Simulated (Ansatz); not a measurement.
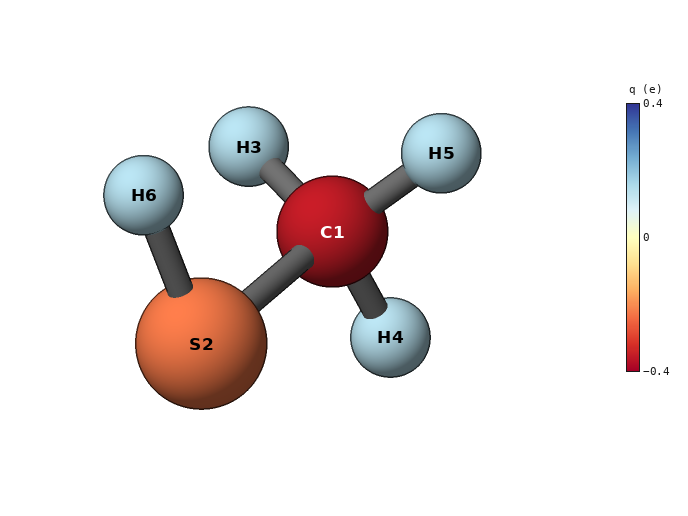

Atoms are coloured by their Mulliken charges. Computed geometry: PBE0-D4/def2-TZVP optimisation. No frequency run is at hand to confirm it as a minimum. Level of theory: RKS PBE0-D4/def2-TZVP (Ansatz 0.2.0).

Give the Mulliken charges atom by atom.

```
atom  value (e)
  C1      −0.35
  S2      −0.22
  H3       0.14
  H4       0.14
  H5       0.14
  H6       0.14
```

Mulliken values depend strongly on the basis set and can even reverse the polarity of a bond.
